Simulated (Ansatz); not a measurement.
A series of calculations on C₂H₇FSi₂

## 1. Relaxation

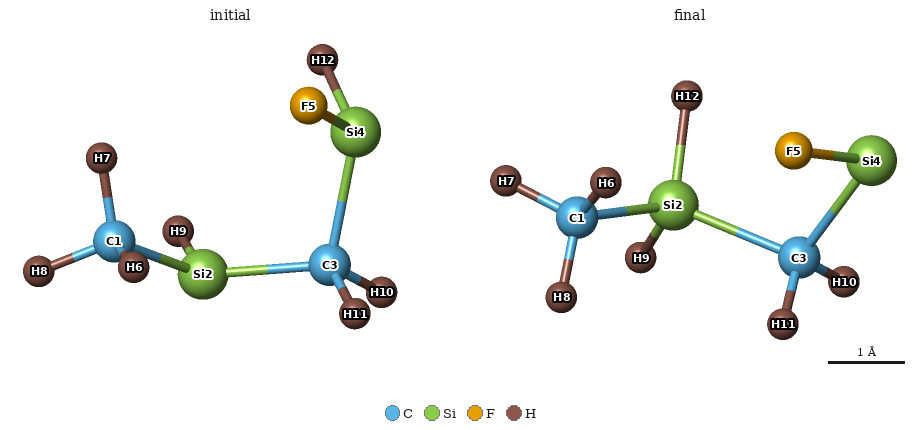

The structure of C2H7FSi2 before (left) and after (right) a relaxation, at one scale.

Style: ball-and-stick. Shown at a tilt.

The run prepares an end point of a later path (inversion) calculation, from a guessed geometry.

The calculation used RKS PBE0/def2-SVP in Ansatz 0.2.0.

Input file:
```yaml
crystal:
  periodic: [false, false, false]
  atoms:
    - { symbol: C, position_ang: [-1.6007, 0.4992, -0.3826] }
    - { symbol: Si, position_ang: [-0.5576, -0.9478, -0.2399] }
    - { symbol: C, position_ang: [0.7744, -0.8678, 0.8638] }
    - { symbol: Si, position_ang: [1.9044, 0.4334, 0.2534] }
    - { symbol: F, position_ang: [1.2201, 1.8628, 0.5774] }
    - { symbol: H, position_ang: [-1.8345, 1.0192, 0.5803] }
    - { symbol: H, position_ang: [-1.1803, 1.3056, -1.0429] }
    - { symbol: H, position_ang: [-2.5799, 0.2843, -0.8271] }
    - { symbol: H, position_ang: [-0.2011, -1.4989, -1.5233] }
    - { symbol: H, position_ang: [1.3386, -1.8209, 0.9795] }
    - { symbol: H, position_ang: [0.4898, -0.6903, 1.9323] }
    - { symbol: H, position_ang: [2.3039, 0.3662, -1.1369] }
basis:
  gaussian: { orbitals: def2-SVP }
hamiltonian:
  xc: pbe0
relax:
  f_tol: 0.015
  max_steps: 40
```

Run as
```bash
ansatz run input.yaml --threads 2 --pin off --max-ram 3072MiB --backend cpu --events-out ev --progress --plain --runs-dir out
```

**Describe what moved and what it gained.**

H12 moves most after the best rigid fit: 1.38 Å. By element the largest moves are H 1.38 Å, Si 1.07 Å, F 0.85 Å, C 0.33 Å. Among the contacts that change: Si4–H12 1.448 → 3.226 Å, Si2–H12 3.274 → 1.503 Å, Si2–C3 1.732 → 1.900 Å, C1–Si2 1.789 → 1.875 Å. New bonds form, among them: Si2–H12 (3.27 → 1.50 Å). Bonds break, among them: Si4–H12 (1.45 → 3.23 Å). Bond angles that change, for instance: C3–Si4–F5 107.5° → 98.2°, H10–C3–H11 99.5° → 108.6°, Si2–C3–H11 114.8° → 106.9°. After 27 accepted moves (29 points after the start) the energy has fallen by 182.4 kJ/mol. Largest force component: 3.9 eV/Å at the start, 0.01 eV/Å at the end. The line search rejected the trial steps at points 12, 21 of the run. Cost: 73 s on 2 threads of Intel(R) Xeon(R) Platinum 8488C (Sapphire Rapids), on a shared host, peak memory 0.28 GiB.

## 2. Relaxation

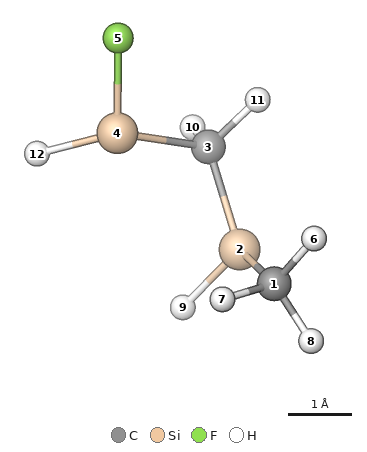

Starting structure of C$_{2}$H$_{7}$FSi$_{2}$. The picture is a ball-and-stick view, seen from a free direction.

The run prepares an end point of a later path (inversion) calculation, from a guessed geometry.

Method: RKS PBE0/def2-SVP (Ansatz).

Input file:
```yaml
crystal:
  periodic: [false, false, false]
  atoms:
    - { symbol: C, position_ang: [-1.6007, 0.4992, -0.3826] }
    - { symbol: Si, position_ang: [-0.5576, -0.9478, -0.2399] }
    - { symbol: C, position_ang: [0.7744, -0.8678, 0.8638] }
    - { symbol: Si, position_ang: [1.9044, 0.4334, 0.2534] }
    - { symbol: F, position_ang: [2.6259, 1.09422, 1.54149] }
    - { symbol: H, position_ang: [-1.8345, 1.0192, 0.5803] }
    - { symbol: H, position_ang: [-1.1803, 1.3056, -1.0429] }
    - { symbol: H, position_ang: [-2.5799, 0.2843, -0.8271] }
    - { symbol: H, position_ang: [-0.2011, -1.4989, -1.5233] }
    - { symbol: H, position_ang: [1.3386, -1.8209, 0.9795] }
    - { symbol: H, position_ang: [0.4898, -0.6903, 1.9323] }
    - { symbol: H, position_ang: [2.88859, 0.04654, -0.73592] }
basis:
  gaussian: { orbitals: def2-SVP }
hamiltonian:
  xc: pbe0
relax:
  f_tol: 0.015
  max_steps: 40
```

Run as
```bash
ansatz run input.yaml --threads 2 --pin off --max-ram 3072MiB --backend cpu --events-out ev --progress --plain --runs-dir out
```

Q: Where does the relaxation end?

A: The atom that moves furthest after the best rigid fit is Si2 (0.87 Å). Largest moves by element: Si 0.87 Å, H 0.77 Å, F 0.71 Å, C 0.24 Å. Among the contacts that change: Si2–Si4 2.866 → 2.253 Å, Si2–C3 1.732 → 1.929 Å, C1–Si2 1.789 → 1.875 Å, C3–Si4 1.828 → 1.880 Å. Bond angles that change, for instance: Si2–C3–Si4 107.2° → 72.5°, Si4–C3–H10 109.3° → 120.5°, H10–C3–H11 99.5° → 110.7°. Over 14 geometry steps the energy falls by 293.8 kJ/mol. The largest force component goes from 4.1 to 0.011 eV/Å. The run took 35 s on 2 threads of Intel(R) Xeon(R) Platinum 8488C (Sapphire Rapids), on a shared host, peak memory 0.27 GiB.

History of the run:

```
step  E − E(0), kJ/mol  largest force component, eV/Å
   0              0.00                         4.1442
   1           -118.06                         2.3402
   2           -201.94                         1.6764
   3           -245.51                         1.3299
   4           -272.01                         1.0963
   5           -285.70                         0.8013
   6           -291.46                         0.2688
   7           -292.87                         0.1133
   8           -293.35                         0.1665
   9           -293.57                         0.0388
  10           -293.64                         0.0509
  11           -293.72                         0.0253
  12           -293.73                         0.0232
  13           -293.75                         0.0163
  14           -293.76                         0.0109
```

Final geometry:

```xyz
12

C    -1.6202    0.6181   -0.3345
Si   -0.0438   -0.3587   -0.6118
C     0.8001   -1.0891    0.9612
Si    1.9718    0.1881    0.2332
F     2.2157    1.5198    1.1445
H    -1.5090    1.2890    0.5299
H    -1.8566    1.2332   -1.2158
H    -2.4674   -0.0595   -0.1454
H    -0.1023   -1.2851   -1.7809
H     1.0893   -2.1482    1.0084
H     0.3021   -0.7799    1.8939
H     3.2879   -0.2709   -0.2836
```

After the run, drawn alike:

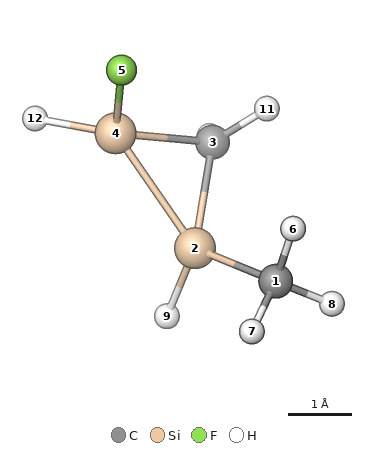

## 3. Path

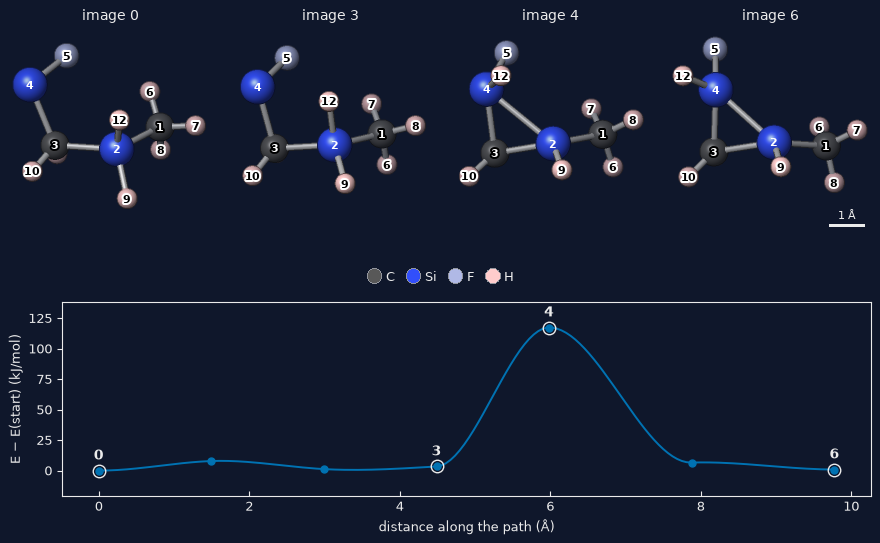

NEB run on C₂H₇FSi₂. Images are numbered from 0 (start) to 6 (end). The picture is a ball-and-stick view, seen at a tilt.

These are results of Ansatz 0.2.0, RKS PBE0/def2-SVP, not measurements. Set-up: 5 movable images; climbing image; force threshold 0.05 eV/Å; iteration limit 60; starting path through a guess of the saddle point.

### What happens along the path, and what is the barrier?

The path has more than one stage, and so few images may leave a stage unresolved. Breaking: H–Si (1.50 → 3.35 Å). Forming: H–Si (3.23 → 1.49 Å). The energy climbs by 117.3 kJ/mol to image 4 and then falls by 116.5 kJ/mol, so the end point sits at +0.9 kJ/mol. The band converged in 22 iterations. The largest component of the band force went from 5.8 to 0.049 eV/Å. The climbing image converged on the top of the path. Its vibrational analysis gives one imaginary mode (652i cm⁻¹), as a transition state must have.

Cost: 4.4 min on 2 threads of Intel(R) Xeon(R) Platinum 8488C (Sapphire Rapids), with other jobs on the host, peak memory 0.28 GiB.
